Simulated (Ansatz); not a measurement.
# CH₇ClSiSn: a ladder of functionals and wavefunction methods

How much do the methods differ for CH₇ClSiSn? The plan is to run it at one geometry with functionals of several rungs and with coupled cluster, and see how far each lands from CCSD(T) at the basis-set limit for the atomisation energy.

Method: functionals in def2-TZVPP, the program's frozen cores in correlated methods; program: Ansatz 0.2.0, Gaussian basis.

Plan: PBE-D4, r2SCAN-D4, PBE0-D4, B3LYP-D4, ωB97X-V, ωB97M-V, B2PLYP; CCSD(T)/def2-TZVPP; MP2/def2-QZVPP; extrapolation to the limit.

## Step 1: The relaxed structure

The geometry comes from an earlier relaxation with PBE0-D4 in a triple-zeta def2 set; it is a stationary point, not always the lowest conformer. Sn takes the def2 core potential; no spin-orbit term is included.

SMILES `[SiH3][SnH2][CH2]Cl`, 11 atoms, charge 0, spin multiplicity 1.

Atoms are counted from 1 here; the program's logs count them from 0.

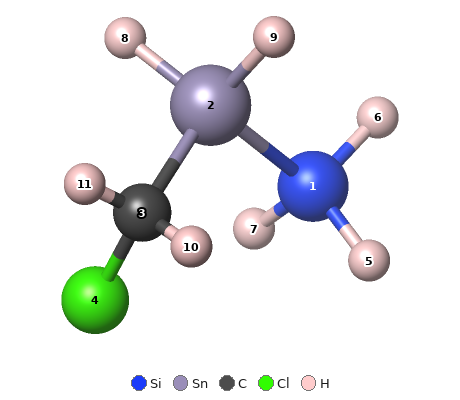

The geometry (silicon blue, tin purple, carbon dark grey, chlorine green, hydrogen pink); atoms are numbered from 1 in the order of the file.

## Step 2: PBE-D4 (GGA)

in.yaml

```yaml
crystal:
  periodic: [false, false, false]
  atoms:
    - {symbol: Si, position_ang: [-1.266620, 1.513411, -0.229357]}
    - {symbol: Sn, position_ang: [-0.082253, -0.433844, 0.936086]}
    - {symbol: C, position_ang: [1.453275, -1.171319, -0.400444]}
    - {symbol: Cl, position_ang: [0.797625, -1.350794, -2.048918]}
    - {symbol: H, position_ang: [-0.250639, 2.445097, -0.785660]}
    - {symbol: H, position_ang: [-2.110473, 2.251950, 0.747431]}
    - {symbol: H, position_ang: [-2.126725, 1.009047, -1.329047]}
    - {symbol: H, position_ang: [-1.137333, -1.735593, 1.269805]}
    - {symbol: H, position_ang: [0.678833, 0.036904, 2.397711]}
    - {symbol: H, position_ang: [2.289017, -0.475929, -0.453172]}
    - {symbol: H, position_ang: [1.820694, -2.145828, -0.083736]}
basis:
  gaussian: {orbitals: def2-TZVPP}
hamiltonian: {xc: pbe, dispersion: d4}
output: {forces: true, orbitals: {seedname: orbitals}}
```

Command:

```bash
$ ansatz run in.yaml --threads 4 --pin off --events-out ev --progress --plain --max-ram 10444MiB
```

The runs that follow: r2SCAN-D4 (meta-GGA); PBE0-D4 (hybrid); B3LYP-D4 (hybrid); ωB97X-V (range-separated); ωB97M-V (range-separated); B2PLYP (double hybrid); CCSD(T) in def2-TZVPP; MP2 in def2-QZVPP.

Before running them: what should the planned runs give, taken together? Wanted: atomisation energy, CCSD(T)/CBS; farthest; mean size of error, hybrid; mean size of error, range-separated; gap, smallest and largest; T1 diagnostic; triples share of the correlation energy.

As calculated:

| quantity | value |
| --- | --- |
| atomisation energy, CCSD(T)/CBS | 3175.0 kJ/mol |
| functionals within 31.7 kJ/mol (1.0 %) | PBE-D4, r2SCAN-D4, ωB97X-V, ωB97M-V |
| farthest | B2PLYP (-80.1 kJ/mol) |
| mean size of error, hybrid | 38.9 kJ/mol |
| mean size of error, range-separated | 13.2 kJ/mol |
| gap, smallest and largest | 5.23 eV (PBE-D4), 11.33 eV (ωB97X-V) |
| T1 diagnostic | 0.0121 |
| triples share of the correlation energy | 3.5 % |

PBE-D4 is off by -23.8 kJ/mol. Double hybrids carry the basis error of their MP2 part in triple zeta, and no dispersion term here, so their miss is partly the set-up's. Misses under about 31.7 kJ/mol are within the doubt on the reference itself, which lacks core-valence correlation, spin-orbit coupling and higher excitations, and its outer-core shells are covered unevenly. All levels share the lack of spin-orbit coupling, which lowers the free heavy atoms and so the true binding. Hartree-Fock recovers 73 % of the binding; the rest is correlation. Orbital gaps span 5.2 to 11.3 eV; exact exchange widens them. Correlated methods include outer-core shells of Sn, which these sets cover unevenly.
